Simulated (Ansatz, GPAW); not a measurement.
**Optical response of Mg3CuN (model structure)**

Aim: the dielectric function of Mg3CuN (model structure), and the optical constants that follow from it. The structure is a model built here, which may or may not match a known phase. It was built so: All Ag replaced by Cu and Mn replaced by Mg in the Pm-3m structure of Mn3AgN. The cell is first relaxed with Ansatz.

Method: DFT, LDA, plane-wave PAW (GPAW data sets), scalar-relativistic, RPA, optical limit, in GPAW 26.7.0.

**1. Set-up**

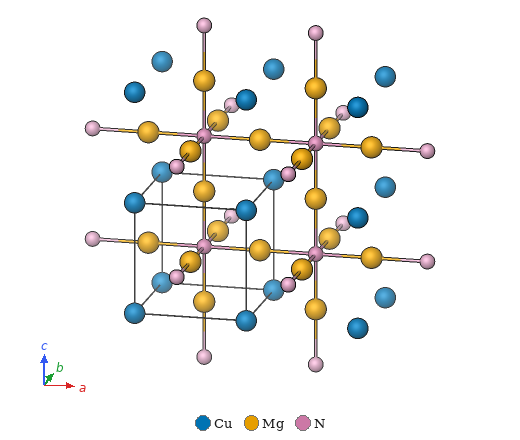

Start, viewed slightly off an axis; copper blue, magnesium orange, nitrogen pink. 2×1×2 cells are drawn. Some periodic images of atoms are drawn too.

**2. Relaxation**

Spectra hang on bond lengths, so the cell is first brought to its minimum.

This step: DFT, LDA, plane-wave PAW, default files, scalar-relativistic, relaxation (Ansatz 0.2.0).

input.yaml

```yaml
crystal:
  lattice:
    - [3.9794955, 0.0, 0.0]
    - [0.0, 3.9794955, 0.0]
    - [0.0, 0.0, 3.9794955]
  atoms:
    - { symbol: Cu, position: [0.0, 0.0, 0.0] }
    - { symbol: Mg, position: [0.5, 0.5, 0.0] }
    - { symbol: Mg, position: [0.5, 0.0, 0.5] }
    - { symbol: Mg, position: [0.0, 0.5, 0.5] }
    - { symbol: "N", position: [0.5, 0.5, 0.5] }
kpoints:
  mp_grid: { grid: [6, 6, 6] }
scf:
  occupations: { method: fermi_dirac, width: 0.05 }
hamiltonian:
  xc: lda
output:
  forces: true
  stress: true
relax:
  f_tol: 0.02
  max_steps: 50
  cell: {}
```

Started as:

```bash
ansatz run input.yaml --threads 1 --pin off --max-ram 4096MiB --backend cpu --events-out ev --progress --plain --runs-dir out
```

Numbers of over 12 decimals in the logs are rounded to 6 here.

Log:

```text
Engine: ansatz 0.2.0, x86_64-unknown-linux-gnu
Pseudopotentials: kind: paw
Pseudopotential: Cu, paw, valence charge 19, recommended cutoff 420 eV (normal), Cu.paw.azcp
Pseudopotential: Mg, paw, valence charge 10, recommended cutoff 420 eV (normal), Mg.paw.azcp
Pseudopotential: N, paw, valence charge 5, recommended cutoff 420 eV (normal), N.paw.azcp
Functional definition: SPW92
  exchange = slater_x
  correlation = pw_c
Crystal: 5 atoms, lattice volume = 63.021 Å³
Basis set: ecut = 420 eV, 1237 PW (Γ)
Bands: 33, of which v1, the nominal top of the filled ones, is band 27 counted from 1 (26 counted from 0)
Symmetry: 48 space group operations
Space group: Pm-3m (ITA 221), of the structure as read, at distance tolerance 4.0e-5 Å
k-points: 20 of 216
Non-local potential: Cu, projectors of the file, l = 0: 3, l = 1: 2, l = 2: 3, l = 3: 1
Non-local potential: Mg, projectors of the file, l = 0: 3, l = 1: 2, l = 2: 1
Non-local potential: N, projectors of the file, l = 0: 2, l = 1: 2, l = 2: 1
PAW form: soft (Blöchl's): semilocal exchange-correlation on the pseudo side does not see the compensation charge
PAW frozen core: Cu, regenerated for the run's functional, and the local potential with it (the file was generated under x = pbe(κ = 0.804, μ = 0.219515), c = pbe(β = 0.066725))
PAW frozen core: Mg, regenerated for the run's functional, and the local potential with it (the file was generated under x = pbe(κ = 0.804, μ = 0.219515), c = pbe(β = 0.066725))
PAW frozen core: N, regenerated for the run's functional, and the local potential with it (the file was generated under x = pbe(κ = 0.804, μ = 0.219515), c = pbe(β = 0.066725))
PAW one-centre angular grid: Cu, 590 points (default); XC on 64 Gauss nodes
PAW one-centre angular grid: Mg, 110 points (default); XC on 64 Gauss nodes
PAW one-centre angular grid: N, 110 points (default); XC on 64 Gauss nodes
Initial density: superposition of atomic densities (neutral atoms: chi_scale 0, normalization atom), corrected by the library's trained network
Initial wavefunctions: pseudopotential atomic-orbital guess
Functional: x = slater, c = lda
SCF iter   1: F=—  HF=-12635.689464 eV  |F-HF|=—  |Δ(HF+E_count)|=         —  Δρ=1.25e-2  dr2=5.35e-2  ethr=1.77e-3  ⟨swp⟩=6.5  Hψ=2728  notcnv=0
preconditioner: auto → Kerker (q_TF=auto, 2.659 Å⁻¹)  [metal: Δε(μ)=0.111 eV  Ē_g=9.054 eV  σ=0.050 eV  W_gap=0.42  n_scr=18 (ndim 8)  ℏωp=21.9 eV  f_vac=0.000  D(μ)=1.22/eV (n_scr^D=6)]
SCF iter   2: F=—  HF=-12635.668932 eV  |F-HF|=—  |Δ(HF+E_count)|=   2.05e-2  Δρ=4.19e-3  dr2=7.85e-3  ethr=9.91e-5  ⟨swp⟩=2.9  Hψ=1436  notcnv=0  defer=22
SCF iter   3: F=—  HF=-12635.666561 eV  |F-HF|=—  |Δ(HF+E_count)|=   2.37e-3  Δρ=2.46e-3  dr2=3.84e-3  ethr=1.45e-5  ⟨swp⟩=2.9  Hψ=1210  notcnv=0  defer=22
SCF iter   4: F=—  HF=-12635.665919 eV  |F-HF|=—  |Δ(HF+E_count)|=   6.42e-4  Δρ=8.42e-4  dr2=8.46e-4  ethr=7.12e-6  ⟨swp⟩=1.7  Hψ=700  notcnv=0  defer=22
SCF iter   5: F=—  HF=-12635.665659 eV  |F-HF|=—  |Δ(HF+E_count)|=   2.60e-4  Δρ=2.28e-4  dr2=8.45e-5  ethr=1.57e-6  ⟨swp⟩=2.0  Hψ=833  notcnv=0  defer=22
SCF iter   6: F=—  HF=-12635.665611 eV  |F-HF|=—  |Δ(HF+E_count)|=   4.75e-5  Δρ=4.76e-5  dr2=2.05e-6  ethr=1.56e-7  ⟨swp⟩=2.0  Hψ=839  notcnv=0  defer=22
SCF iter   7: F=—  HF=-12635.665611 eV  |F-HF|=—  |Δ(HF+E_count)|=   1.31e-7  Δρ=2.93e-5  dr2=5.78e-7  ethr=3.80e-9  ⟨swp⟩=2.0  Hψ=817  notcnv=0  defer=22
SCF iter   8: F=-12635.665611 eV  HF=-12635.665611 eV  |F-HF|=3.83e-8  |Δ(HF+E_count)|=   1.35e-7  Δρ=4.02e-6  dr2=1.52e-8  ethr=1.85e-10  ⟨swp⟩=3.0  Hψ=2333  notcnv=0
SCF 1 converged in 8 iterations: F = -12635.665611 eV  dr2 = 1.52e-8
  greatest PAW one-centre occupation: 1.001 electrons in one spin orbital (limit 2), on the Mg atom at site 3 (counted from 0), in its partial waves of l = 1
relax step   1: F+E_penalty+E_count = -12635.66561098 eV  Δ(F+E_penalty+E_count) = +0.000e0 eV  max|allowed force component| = 3.618e-29 eV/Å  Δτ_max = 0.0000 Å  P = +13.908 GPa  Ω = 63.021 Å³  (8 SCF iters, dr2 threshold 1.00e-7 eV, accepted)
Crystal: 5 atoms, lattice volume = 67.111 Å³
Basis set: ecut = 420 eV, 1357 PW (Γ)
Initial density: handed on by an earlier stage of this run
Initial wavefunctions: those handed on with the density
iter 1 solved again at ethr=5.95e-4 eV; its pass at ethr=3.10e-3 eV (dr2=3.21e-1 eV) is discarded
SCF iter   1: F=—  HF=-12635.966309 eV  |F-HF|=—  |Δ(HF+E_count)|=         —  Δρ=2.11e-2  dr2=3.22e-1  ethr=5.95e-4  ⟨swp⟩=1.2  Hψ=3124  notcnv=0
preconditioner: auto → Resta (q_TF=auto, 2.631 Å⁻¹)  ε∞=6.8  [insulator: Δε(μ)=0.249 eV  Ē_g=8.846 eV  σ=0.050 eV  W_gap=0.66  n_scr=18 (ndim 8)  ℏωp=21.3 eV  f_vac=0.000  D(μ)=1.32/eV (n_scr^D=6)  ε∞_Penn≈6.8]
SCF iter   2: F=—  HF=-12635.919908 eV  |F-HF|=—  |Δ(HF+E_count)|=   4.64e-2  Δρ=5.02e-3  dr2=3.29e-2  ethr=5.95e-4  ⟨swp⟩=2.0  Hψ=912  notcnv=0
SCF iter   3: F=—  HF=-12635.910593 eV  |F-HF|=—  |Δ(HF+E_count)|=   9.31e-3  Δρ=3.32e-3  dr2=1.20e-2  ethr=6.09e-5  ⟨swp⟩=2.0  Hψ=1063  notcnv=0  defer=19
SCF iter   4: F=—  HF=-12635.908544 eV  |F-HF|=—  |Δ(HF+E_count)|=   2.05e-3  Δρ=9.29e-4  dr2=5.48e-4  ethr=2.23e-5  ⟨swp⟩=2.0  Hψ=762  notcnv=0  defer=19
SCF iter   5: F=—  HF=-12635.908503 eV  |F-HF|=—  |Δ(HF+E_count)|=   4.07e-5  Δρ=1.44e-4  dr2=1.22e-5  ethr=1.01e-6  ⟨swp⟩=2.0  Hψ=861  notcnv=0  defer=19
SCF iter   6: F=—  HF=-12635.908500 eV  |F-HF|=—  |Δ(HF+E_count)|=   3.26e-6  Δρ=5.61e-5  dr2=2.76e-6  ethr=2.26e-8  ⟨swp⟩=2.0  Hψ=1181  notcnv=0  defer=19
SCF iter   7: F=-12635.908500 eV  HF=-12635.908500 eV  |F-HF|=2.00e-7  |Δ(HF+E_count)|=   3.81e-7  Δρ=1.85e-5  dr2=1.48e-7  ethr=9.26e-10  ⟨swp⟩=2.8  Hψ=2568  notcnv=0
SCF 2 converged in 7 iterations: F = -12635.908500 eV  dr2 = 1.48e-7
  greatest PAW one-centre occupation: 1.000 electrons in one spin orbital (limit 2), on the Mg atom at site 2 (counted from 0), in its partial waves of l = 1
relax step   2: F+E_penalty+E_count = -12635.90849992 eV  Δ(F+E_penalty+E_count) = -2.429e-1 eV  max|allowed force component| = 3.313e-30 eV/Å  Δτ_max = 0.0000 Å  P = +5.887 GPa  Ω = 67.111 Å³  energy of the carried Pulay correction = -4.881e-3 eV  (7 SCF iters, dr2 threshold 5.00e-7 eV, accepted)
Crystal: 5 atoms, lattice volume = 70.466 Å³
iter 1 solved again at ethr=3.33e-4 eV; its pass at ethr=3.10e-3 eV (dr2=1.80e-1 eV) is discarded
SCF iter   1: F=—  HF=-12636.004198 eV  |F-HF|=—  |Δ(HF+E_count)|=         —  Δρ=1.55e-2  dr2=1.80e-1  ethr=3.33e-4  ⟨swp⟩=1.4  Hψ=3122  notcnv=0
preconditioner: auto → Resta (q_TF=auto, 2.610 Å⁻¹)  ε∞=6.9  [insulator: Δε(μ)=0.285 eV  Ē_g=8.543 eV  σ=0.050 eV  W_gap=0.64  n_scr=18 (ndim 8)  ℏωp=20.7 eV  f_vac=0.000  D(μ)=1.22/eV (n_scr^D=6)  ε∞_Penn≈6.9]
SCF iter   2: F=—  HF=-12635.978945 eV  |F-HF|=—  |Δ(HF+E_count)|=   2.53e-2  Δρ=3.51e-3  dr2=1.78e-2  ethr=3.33e-4  ⟨swp⟩=2.0  Hψ=913  notcnv=0
SCF iter   3: F=—  HF=-12635.973931 eV  |F-HF|=—  |Δ(HF+E_count)|=   5.01e-3  Δρ=2.45e-3  dr2=6.78e-3  ethr=3.30e-5  ⟨swp⟩=2.0  Hψ=1060  notcnv=0  defer=5
SCF iter   4: F=—  HF=-12635.972774 eV  |F-HF|=—  |Δ(HF+E_count)|=   1.16e-3  Δρ=6.37e-4  dr2=2.97e-4  ethr=1.25e-5  ⟨swp⟩=2.0  Hψ=757  notcnv=0  defer=5
SCF iter   5: F=—  HF=-12635.972735 eV  |F-HF|=—  |Δ(HF+E_count)|=   3.91e-5  Δρ=9.81e-5  dr2=8.39e-6  ethr=5.50e-7  ⟨swp⟩=2.0  Hψ=862  notcnv=0  defer=5
SCF iter   6: F=—  HF=-12635.972735 eV  |F-HF|=—  |Δ(HF+E_count)|=   8.02e-7  Δρ=3.95e-5  dr2=1.54e-6  ethr=1.55e-8  ⟨swp⟩=2.0  Hψ=840  notcnv=0  defer=5
SCF iter   7: F=-12635.972735 eV  HF=-12635.972735 eV  |F-HF|=9.39e-8  |Δ(HF+E_count)|=   1.20e-7  Δρ=1.33e-5  dr2=7.55e-8  ethr=9.26e-10  ⟨swp⟩=4.4  Hψ=2373  notcnv=0
SCF 3 converged in 7 iterations: F = -12635.972735 eV  dr2 = 7.55e-8
relax step   3: F+E_penalty+E_count = -12635.97273458 eV  Δ(F+E_penalty+E_count) = -6.423e-2 eV  max|allowed force component| = 8.409e-29 eV/Å  Δτ_max = 0.0000 Å  P = +0.801 GPa  Ω = 70.466 Å³  energy of the carried Pulay correction = -8.662e-3 eV  (7 SCF iters, dr2 threshold 5.00e-7 eV, accepted)
[...]
relax step   4: F+E_penalty+E_count = -12635.97354811 eV  Δ(F+E_penalty+E_count) = -8.135e-4 eV  max|allowed force component| = 6.988e-30 eV/Å  Δτ_max = 0.0000 Å  P = -0.028 GPa  Ω = 71.091 Å³  energy of the carried Pulay correction = -9.345e-3 eV  (6 SCF iters, dr2 threshold 5.00e-7 eV, accepted)
[...]
relax step   5: F+E_penalty+E_count = -12635.99005740 eV  Δ(F+E_penalty+E_count) = -1.651e-2 eV  max|allowed force component| = 2.838e-29 eV/Å  Δτ_max = 0.0000 Å  P = +0.290 GPa  Ω = 71.091 Å³  stress off target by 2.90e-1 GPa  SCF on the basis re-selected at this cell (its energy is not comparable with the rows above)  (8 SCF iters)
[...]
relax step   6: F+E_penalty+E_count = -12635.99002882 eV  Δ(F+E_penalty+E_count) = +2.859e-5 eV  max|allowed force component| = 4.815e-30 eV/Å  Δτ_max = 0.0000 Å  P = +0.016 GPa  Ω = 71.311 Å³  energy of the carried Pulay correction = -2.386e-4 eV  (6 SCF iters, dr2 threshold 2.10e-7 eV, accepted)
iter 1 solved again at ethr=1.99e-8 eV; its pass at ethr=3.10e-3 eV (dr2=1.08e-5 eV) is discarded
SCF iter   1: F=—  HF=-12635.990111 eV  |F-HF|=—  |Δ(HF+E_count)|=         —  Δρ=2.77e-5  dr2=1.78e-8  ethr=1.99e-8  ⟨swp⟩=4.0  Hψ=4478  notcnv=0
preconditioner: auto → Resta (q_TF=auto, 2.605 Å⁻¹)  ε∞=7.0  [insulator: Δε(μ)=0.268 eV  Ē_g=8.387 eV  σ=0.050 eV  W_gap=0.52  n_scr=18 (ndim 8)  ℏωp=20.6 eV  f_vac=0.000  D(μ)=1.05/eV (n_scr^D=6)  ε∞_Penn≈7.0]
SCF iter   2: F=—  HF=-12635.990111 eV  |F-HF|=—  |Δ(HF+E_count)|=   2.97e-8  Δρ=1.41e-5  dr2=7.12e-9  ethr=3.31e-11  ⟨swp⟩=2.0  Hψ=1179  notcnv=0
SCF iter   3: F=—  HF=-12635.990112 eV  |F-HF|=—  |Δ(HF+E_count)|=   1.12e-7  Δρ=1.80e-6  dr2=6.40e-10  ethr=1.32e-11  ⟨swp⟩=2.0  Hψ=752  notcnv=0
SCF iter   4: F=—  HF=-12635.990112 eV  |F-HF|=—  |Δ(HF+E_count)|=  8.51e-10  Δρ=7.00e-7  dr2=2.18e-10  ethr=1.19e-12  ⟨swp⟩=2.0  Hψ=1201  notcnv=0
iter 5 did not close the SCF: its close was put off for the readings that it lacked (scf_convergence_deferred on its scf_iter line)
SCF iter   5: F=-12635.990112 eV  HF=-12635.990112 eV  |F-HF|=5.46e-12  |Δ(HF+E_count)|=  3.82e-11  Δρ=2.38e-7  dr2=3.35e-11  ethr=1.00e-12  ⟨swp⟩=1.9  Hψ=690  notcnv=0
SCF iter   6: F=-12635.990112 eV  HF=-12635.990112 eV  |F-HF|=1.82e-12  |Δ(HF+E_count)|=  1.64e-11  Δρ=3.98e-8  dr2=1.89e-12  ethr=1.00e-12  ⟨swp⟩=3.0  Hψ=2101  notcnv=0
SCF 7 converged in 6 iterations: F = -12635.990112 eV  dr2 = 1.89e-12
relax step   7: F+E_penalty+E_count = -12635.99011157 eV  Δ(F+E_penalty+E_count) = -8.275e-5 eV  max|allowed force component| = 7.141e-30 eV/Å  Δτ_max = 0.0000 Å  P = +0.018 GPa  Ω = 71.311 Å³  stress off target by 1.76e-2 GPa  SCF on the basis re-selected at this cell (its energy is not comparable with the rows above)  (6 SCF iters)
basis re-selected at this cell: Δ(F+E_penalty+E_count) = -8.275e-5 eV, ΔP = +0.001 GPa vs the last step (what re-selecting the basis moved, of the pressure what is left beyond the Pulay correction that the steps carried, after the strain that the cell walked since its last selection, with what the two solves' SCF thresholds leave and, on support functions, any second-order correction that the steps lacked; it is no m [...]
SCF converged after 6 iterations
Free energy (F): -12635.990112 eV
Harris-Foulkes:  -12635.990112 eV  (|F-HF|=1.82e-12)
Internal energy: -12635.981215 eV  (E = F + TS)
E sigma→0 (E₀):  -12635.985663 eV
Entropy (-TS):   -0.008897 eV (-1.779 meV/atom)
Fermi energy:    8.950002 eV
--- Per-component energies (eV) ---
  E_band       = -1448.718298
  E_kinetic    = 663.969732
  E_local      = -9652.409786  (includes V_loc(G=0)·N_el)
  E_nonlocal   = 729.789116
  E_hartree    = 3836.245901
  E_xc         = -236.737441
  E_vxc        = -306.214097  (∫ρ·V_xc dr)
  E_paw        = -2524.174329  (= ΣΔE_a)
  E_vpaw       = -556.345378  (= ΣTr[D̂ρ^β])
  E_aug_tail   = 0.000259  (compensation charges beyond the density's cutoff)
  E_ewald      = -5453.645810
  E_core_change = 0.981142  (= ΣΔE_core)
  E_smearing   = -0.008897  (= −TS)
  E_closure    = -0.000000  (closes the sum)
  Σ components = -12635.990112   (vs F -12635.990112, Δ=0.00e0)
--- Forces (eV/Å), atoms counted from 1 ---
  atom   1  Cu    -0.00000000     0.00000000     0.00000000
  atom   2  Mg     0.00000000    -0.00000000    -0.00000000
  atom   3  Mg     0.00000000    -0.00000000    -0.00000000
  atom   4  Mg     0.00000000     0.00000000    -0.00000000
  atom   5  N      0.00000000    -0.00000000    -0.00000000
  max |Σ_I F_I| component: 1.49e-29 eV/Å
--- Stress (GPa, compression-positive) ---
        0.017637       0.000000      -0.000000
        0.000000       0.017637      -0.000000
       -0.000000      -0.000000       0.017637
  P = ⅓ Tr σ = 0.0176 GPa (0.176 kbar)
--- Relaxed structure (5 steps of the walk, 5 accepted, 2 SCFs on fresh bases) ---
  F+E_penalty+E_count = -12635.99011157 eV   max|allowed force component| = 7.141e-30 eV/Å   (the final SCF, on the basis selected at the relaxed cell)
  cell:  # Å, volume = 71.3113 Å³
    - [4.146862, 0, 0]
    - [0, 4.146862, 0]
    - [0, 0, 4.146862]
  atoms:
    - { symbol: Cu, position: [0, 0, 0] }
    - { symbol: Mg, position: [0.5, 0.5, 0] }
    - { symbol: Mg, position: [0.5, 0, 0.5] }
    - { symbol: Mg, position: [0, 0.5, 0.5] }
    - { symbol: N, position: [0.5, 0.5, 0.5] }
```

The job ended after 15 s (1 thread of Intel Xeon Platinum 8488C (Sapphire Rapids), shared host; peak memory 0.41 GiB).

The steps of the relaxation:

```
step  energy less that of the first step (eV)  largest force component (eV/Å)  pressure (GPa)  volume (Å³)
   1                                   0.0000                          0.0000           13.91        63.02
   2                                  -0.2429                          0.0000            5.89        67.11
   3                                  -0.3071                          0.0000            0.80        70.47
   4                                  -0.3079                          0.0000           -0.03        71.09
  5*                                  -0.3244                          0.0000            0.29        71.09
   6                                  -0.3244                          0.0000            0.02        71.31
  7*                                  -0.3245                          0.0000            0.02        71.31
```

Relaxation steps marked * repeat the geometry before them on a plane-wave basis chosen anew for their cell, so energy and pressure can jump there.

The run keeps the 48 symmetry operations that it works with, so distortions that break them were not tested.

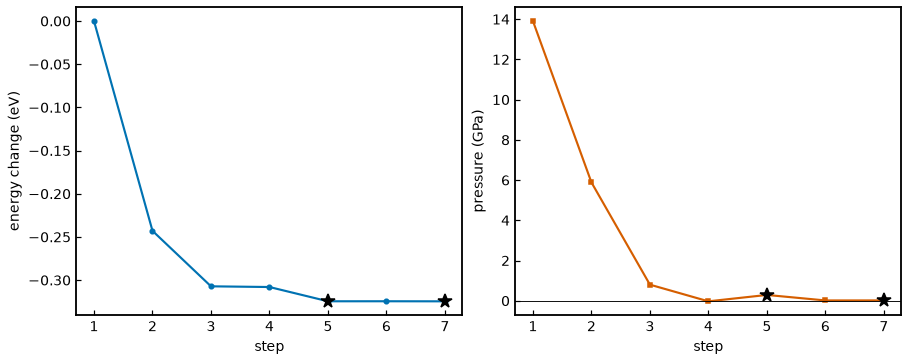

Energy and pressure along the relaxation. Stars mark steps on a basis chosen anew.

```
conventional cell, symmetrised  before  after   change
                         a (Å)   3.979  4.147   +4.2 %
                         b (Å)   3.979  4.147   +4.2 %
                         c (Å)   3.979  4.147   +4.2 %
              volume (Å³/atom)   12.60  14.26  +13.2 %
```

The relaxed structure:

```
Cu Mg N
1.0
     4.14686    0.00000    0.00000
     0.00000    4.14686    0.00000
     0.00000    0.00000    4.14686
Cu Mg N
1 3 1
Direct
  0.00000 0.00000 0.00000
  0.50000 0.50000 0.00000
  0.50000 0.00000 0.50000
  0.00000 0.50000 0.50000
  0.50000 0.50000 0.50000
```

The relaxation ends with a pressure of 0.02 GPa.

(Continued in part 2 of 3.)

[Machine, clock and banner lines and Python warnings are left out of the logs.]

[Logs are printed without paths, hosts, clocks, repeated set-up lines and the standing remarks that a program may print on its own settings, such as how far it seeks lower states.]

[Hosts, paths, dates, database ids (printed as entryN), source tags and the programs' standing remarks are cut or masked in the printed files.]
